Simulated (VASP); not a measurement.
Band structure of PbF$_{2}$ (space group Fm-3m). Method: PBE GGA, VASP's PBE PAW potentials (set 64) (plane waves; VASP).

Unless said otherwise, spin-orbit coupling is left out, though it shifts the bands of the heavy elements here.

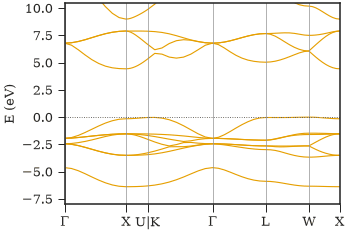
Figure. Bands along high-symmetry lines, zero at the valence-band maximum or, without a gap, the Fermi level

**Question.** Read the plot: is there a gap, and where are the band edges?

**Answer.** The gap is indirect, 4.43 eV, from the valence maximum at W to the conduction minimum at X.

The structure is a typed PbF2 crystal (Fm-3m). The cell was not relaxed at this level.
